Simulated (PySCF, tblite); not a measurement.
# C₅H₇FO: dynamics, then NMR shifts on frames, part 2 of 2

tblite 0.8.0 and PySCF 2.14.0. Atoms count from 0. Earlier steps stand in the parts before.

## (5) NMR shieldings: 625 fs, PBE0/pcSseg-1

What the job is given:

```
{"job": {"kind": "nmr", "xc": "PBE0", "basis": "pcSseg-1", "pop": false}, "charge": 0, "multiplicity": 1}
C      2.411500     0.444100    -0.301200
C      1.842000    -0.355100     0.628300
C      0.554000    -1.139000     0.468500
O      0.408600    -1.558900    -0.628300
C     -0.509900    -1.545200     1.604400
C     -1.718300    -0.715200     1.686500
F     -1.462700     0.423300     2.363800
H      2.100400     0.418600    -1.347000
H      3.386600     0.827700    -0.066200
H      2.169900    -0.541600     1.602300
H     -0.623500    -2.583700     1.327800
H     -0.013400    -1.291900     2.536400
H     -2.225700    -0.329100     0.846000
H     -2.487200    -1.379800     2.056800
```

With the program's defaults for keys left out, this is: GIAO PBE0/pcSseg-1 NMR shielding, non-relativistic, gas phase.

The log of the run:

```text
coarse grid: 11944 points
cycle   1  E = -369.0754057646  dE =  1.010e+00  |g| = 8.731e-01  |ddm| = 3.267e+00
cycle   2  E = -368.6851070804  dE =  3.903e-01  |g| = 1.682e+00  |ddm| = 2.376e+00
cycle   3  E = -369.2125193334  dE = -5.274e-01  |g| = 1.867e-01  |ddm| = 1.865e+00
cycle   4  E = -369.2190000760  dE = -6.481e-03  |g| = 7.218e-02  |ddm| = 1.843e-01
cycle   5  E = -369.2197948020  dE = -7.947e-04  |g| = 1.864e-02  |ddm| = 5.201e-02
cycle   6  E = -369.2198570747  dE = -6.227e-05  |g| = 5.414e-03  |ddm| = 1.429e-02
cycle   7  E = -369.2198624012  dE = -5.327e-06  |g| = 2.023e-03  |ddm| = 4.615e-03
final grid: 116456 points
cycle   8  E = -369.2801906214  dE = -1.709e-05  |g| = 1.395e-02  |ddm| = 2.603e-02
cycle   9  E = -369.2800997302  dE =  9.089e-05  |g| = 2.591e-02  |ddm| = 2.925e-02
cycle  10  E = -369.2802292208  dE = -1.295e-04  |g| = 2.175e-03  |ddm| = 2.064e-02
cycle  11  E = -369.2802301828  dE = -9.620e-07  |g| = 3.766e-04  |ddm| = 1.653e-03
cycle  12  E = -369.2802302055  dE = -2.268e-08  |g| = 1.936e-04  |ddm| = 4.109e-04
cycle  13  E = -369.2802302140  dE = -8.484e-09  |g| = 5.168e-05  |ddm| = 1.739e-04
cycle  14  E = -369.2802302145  dE = -5.691e-10  |g| = 1.277e-05  |ddm| = 4.200e-05
converged SCF energy = -369.2802302145

GIAO shielding tensors (ppm)
atom      isotropic    diamagn.    paramagn.     s11        s22        s33       span
  0 C       56.283     249.855    -193.572    -60.025     52.387    176.488    236.514
  1 C       34.250     260.712    -226.462    -74.656     35.533    141.875    216.532
  2 C      -24.434     251.003    -275.438   -110.778    -49.989     87.464    198.242
  3 O     -365.837     405.836    -771.674  -1013.046   -417.156    332.690   1345.737
  4 C      134.845     255.157    -120.313    117.395    135.866    151.273     33.877
  5 C      112.982     239.839    -126.857     73.916     90.713    174.316    100.401
  6 F      408.484     473.832     -65.348    345.056    393.797    486.597    141.541
  7 H       24.914      30.739      -5.824     21.586     25.026     28.131      6.545
  8 H       25.929      27.289      -1.360     23.295     25.436     29.055      5.760
  9 H       25.539      32.938      -7.398     20.635     25.739     30.244      9.609
 10 H       29.191      30.520      -1.330     25.842     28.539     33.192      7.350
 11 H       28.227      30.652      -2.425     26.584     27.578     30.519      3.935
 12 H       27.234      31.139      -3.906     23.665     25.836     32.200      8.535
 13 H       27.295      26.345       0.950     22.743     27.548     31.594      8.851
```

Wall time 16 s (1 thread, shared host).

Key values: δ C2 211.4, C1 152.7, C0 130.6, C5 73.9, H7 6.80, H9 6.18 ppm.

## (6) Shielding tensors: 800 fs, PBE0/pcSseg-1

What the job is given:

```
{"job": {"kind": "nmr", "xc": "PBE0", "basis": "pcSseg-1", "pop": false}, "charge": 0, "multiplicity": 1}
C      2.948800    -0.187000     0.440000
C      1.679800    -0.354100     0.845900
C      0.563200    -1.343800     0.432300
O      0.498900    -2.063100    -0.532000
C     -0.557400    -1.424100     1.516300
C     -1.463400    -0.201200     2.079600
F     -0.946000     0.746400     2.864300
H      3.378700    -0.897800    -0.242700
H      3.511100     0.564800     0.956000
H      1.357100     0.373600     1.559800
H     -1.216100    -2.107300     0.956600
H     -0.138800    -2.001700     2.361500
H     -1.761800     0.254000     1.132700
H     -2.032500    -0.687300     2.773300
```

With the program's defaults for keys left out, this is: GIAO PBE0/pcSseg-1 NMR shielding, non-relativistic, gas phase.

The log of the run:

```text
coarse grid: 11944 points
cycle   1  E = -369.0816490517  dE =  8.383e-01  |g| = 8.611e-01  |ddm| = 3.265e+00
cycle   2  E = -368.6660855328  dE =  4.156e-01  |g| = 1.713e+00  |ddm| = 2.402e+00
cycle   3  E = -369.2137433371  dE = -5.477e-01  |g| = 2.077e-01  |ddm| = 1.895e+00
cycle   4  E = -369.2220904445  dE = -8.347e-03  |g| = 7.222e-02  |ddm| = 2.080e-01
cycle   5  E = -369.2229298299  dE = -8.394e-04  |g| = 1.951e-02  |ddm| = 5.632e-02
cycle   6  E = -369.2230026692  dE = -7.284e-05  |g| = 6.070e-03  |ddm| = 1.588e-02
cycle   7  E = -369.2230101575  dE = -7.488e-06  |g| = 2.300e-03  |ddm| = 5.254e-03
final grid: 116456 points
cycle   8  E = -369.2832056483  dE = -1.499e-05  |g| = 1.364e-02  |ddm| = 2.483e-02
cycle   9  E = -369.2831070517  dE =  9.860e-05  |g| = 2.650e-02  |ddm| = 3.082e-02
cycle  10  E = -369.2832419558  dE = -1.349e-04  |g| = 2.276e-03  |ddm| = 2.225e-02
cycle  11  E = -369.2832429910  dE = -1.035e-06  |g| = 4.746e-04  |ddm| = 1.664e-03
cycle  12  E = -369.2832430387  dE = -4.768e-08  |g| = 1.825e-04  |ddm| = 5.179e-04
cycle  13  E = -369.2832430466  dE = -7.912e-09  |g| = 5.109e-05  |ddm| = 1.755e-04
cycle  14  E = -369.2832430471  dE = -4.850e-10  |g| = 1.167e-05  |ddm| = 4.020e-05
converged SCF energy = -369.2832430471

GIAO shielding tensors (ppm)
atom      isotropic    diamagn.    paramagn.     s11        s22        s33       span
  0 C       51.525     253.049    -201.524    -71.642     52.635    173.581    245.223
  1 C       32.537     261.772    -229.235    -87.527     52.114    133.024    220.551
  2 C      -15.230     246.857    -262.087   -102.012    -34.755     91.077    193.089
  3 O     -317.715     401.641    -719.356   -888.316   -387.146    322.316   1210.632
  4 C      120.935     255.434    -134.499     91.697    118.395    152.712     61.015
  5 C      104.626     239.198    -134.572     51.703     93.074    169.102    117.399
  6 F      435.218     472.108     -36.890    395.034    424.114    486.506     91.471
  7 H       25.205      30.157      -4.953     21.415     25.058     29.140      7.725
  8 H       25.554      29.175      -3.621     22.221     25.101     29.340      7.119
  9 H       24.945      34.742      -9.797     19.401     23.442     31.991     12.590
 10 H       29.096      31.570      -2.474     25.821     29.107     32.361      6.540
 11 H       28.239      28.795      -0.556     26.417     28.073     30.227      3.809
 12 H       25.869      28.920      -3.051     19.682     28.177     29.748     10.066
 13 H       27.047      28.810      -1.763     20.435     28.678     32.029     11.594
```

Wall time 17 s (1 thread, shared host).

Key values: δ C2 202.2, C1 154.4, C0 135.4, C5 82.3, H9 6.77, H7 6.51 ppm.

## (7) Nuclear shieldings: 1000 fs, PBE0/pcSseg-1

What the job is given:

```
{"job": {"kind": "nmr", "xc": "PBE0", "basis": "pcSseg-1", "pop": false}, "charge": 0, "multiplicity": 1}
C      2.721600    -0.084300     1.214700
C      1.440500    -0.211400     1.342000
C      0.770400    -1.373400     0.775800
O      1.208100    -2.117500    -0.087300
C     -0.764000    -1.463100     1.170800
C     -1.445000    -0.086400     1.288700
F     -1.445000     0.229600     2.606800
H      3.275900    -0.758400     0.591900
H      3.212400     0.761500     1.613100
H      0.898000     0.391100     2.181500
H     -1.280200    -2.234000     0.544800
H     -0.877900    -1.946500     2.030000
H     -1.031400     0.665200     0.665400
H     -2.490900    -0.100800     0.934900
```

Method: GIAO PBE0/pcSseg-1 NMR shielding, non-relativistic, gas phase.

The log of the run:

```text
coarse grid: 11944 points
cycle   1  E = -369.0872409608  dE =  9.851e-01  |g| = 8.732e-01  |ddm| = 3.303e+00
cycle   2  E = -368.6464336630  dE =  4.408e-01  |g| = 1.746e+00  |ddm| = 2.634e+00
cycle   3  E = -369.2227015484  dE = -5.763e-01  |g| = 2.303e-01  |ddm| = 2.107e+00
cycle   4  E = -369.2332597796  dE = -1.056e-02  |g| = 7.330e-02  |ddm| = 2.255e-01
cycle   5  E = -369.2340907556  dE = -8.310e-04  |g| = 2.054e-02  |ddm| = 5.927e-02
cycle   6  E = -369.2341665324  dE = -7.578e-05  |g| = 5.262e-03  |ddm| = 1.609e-02
cycle   7  E = -369.2341713177  dE = -4.785e-06  |g| = 1.348e-03  |ddm| = 4.372e-03
final grid: 116456 points
cycle   8  E = -369.2940279959  dE = -2.515e-05  |g| = 1.303e-02  |ddm| = 3.094e-02
cycle   9  E = -369.2939290348  dE =  9.896e-05  |g| = 2.628e-02  |ddm| = 3.100e-02
cycle  10  E = -369.2940609239  dE = -1.319e-04  |g| = 2.236e-03  |ddm| = 2.229e-02
cycle  11  E = -369.2940619428  dE = -1.019e-06  |g| = 3.308e-04  |ddm| = 1.646e-03
cycle  12  E = -369.2940619583  dE = -1.559e-08  |g| = 1.641e-04  |ddm| = 3.670e-04
cycle  13  E = -369.2940619633  dE = -4.931e-09  |g| = 3.170e-05  |ddm| = 1.403e-04
cycle  14  E = -369.2940619635  dE = -1.919e-10  |g| = 1.512e-05  |ddm| = 3.569e-05
converged SCF energy = -369.2940619635

GIAO shielding tensors (ppm)
atom      isotropic    diamagn.    paramagn.     s11        s22        s33       span
  0 C       49.262     254.877    -205.615    -67.505     36.328    178.962    246.467
  1 C       50.110     256.588    -206.478    -66.638     70.749    146.218    212.856
  2 C      -18.857     249.842    -268.699   -104.462    -44.476     92.368    196.831
  3 O     -324.229     400.942    -725.171   -926.158   -405.553    359.022   1285.180
  4 C      134.585     249.683    -115.099    111.810    127.724    164.220     52.410
  5 C      109.468     246.707    -137.239     76.862     82.871    168.671     91.809
  6 F      414.999     471.284     -56.285    359.071    395.656    490.269    131.199
  7 H       24.899      30.543      -5.644     21.967     24.285     28.445      6.478
  8 H       26.191      29.406      -3.215     23.431     25.764     29.377      5.945
  9 H       23.337      29.194      -5.857     19.794     20.832     29.385      9.591
 10 H       28.307      30.178      -1.871     24.716     27.595     32.609      7.893
 11 H       31.152      31.661      -0.509     28.941     31.356     33.159      4.218
 12 H       27.610      32.951      -5.341     25.168     26.744     30.918      5.750
 13 H       26.659      28.625      -1.966     22.367     26.217     31.393      9.026
```

It took 16 s on 1 thread, shared host.

Key values: δ C2 205.8, C0 137.7, C1 136.8, C5 77.5, H9 8.38, H7 6.82 ppm.

## (8) Run by run: NMR shifts

Shifts (ppm) of some atoms, chosen among heavy atoms and hydrogens apart, with basis size and wall time:

```
  frame     C1     C0    C5    H9   H11     O3      F6  functions  time
 250 fs  152.0  149.1  83.0  7.66  2.57  611.1  -245.7        154  16 s
 425 fs  160.2  139.6  96.6  6.98  4.05  720.6  -226.2        154  16 s
 625 fs  152.7  130.6  73.9  6.18  3.49  701.9  -237.5        154  16 s
 800 fs  154.4  135.4  82.3  6.77  3.48  653.8  -264.3        154  17 s
1000 fs  136.8  137.7  77.5  8.38  0.57  660.3  -244.1        154  16 s
```

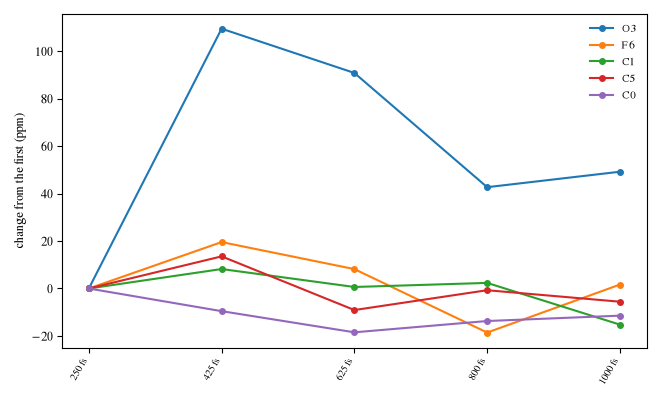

How five of the tabulated atoms move from run to run.

## (9) What came out

This closing draws on all 2 parts.

| quantity | value |
| --- | --- |
| thermostat | 600 K |
| mean temperature, second half | 549 K |
| mean potential energy above the minimum | 1.03 eV |
| ¹³C shifts against TMS (PBE0/pcSseg-1, 250 fs) | 200.7, 152.0, 149.1, 83.0, 49.1 ppm |
| ¹H shifts against TMS (PBE0/pcSseg-1, 250 fs) | 7.88, 7.66, 6.20, 6.08, 5.08, 3.48, 2.57 ppm |
| ¹⁷O shifts against H2O (PBE0/pcSseg-1, 250 fs) | 611.1 ppm |
| ¹⁹F shifts against CFCl3 (PBE0/pcSseg-1, 250 fs) | -245.7 ppm |
| range of the shift of O3 | 611.1 to 720.6 ppm |

In words: In the second half the potential energy averages 1.03 eV above the minimum; equipartition over 36 harmonic modes at 600 K would give 0.93 eV. With 14 atoms the temperature swings widely (274 to 814 K). Shifts at one fixed geometry are not the observed spectrum, which averages over the motion. In the first frame run (250 fs): Shielding is most anisotropic at O3 (span 1253 ppm, paramagnetic term -678 ppm). Across the 5 runs the shift of O3 moves most, between 611.1 (250 fs) and 720.6 ppm (425 fs).
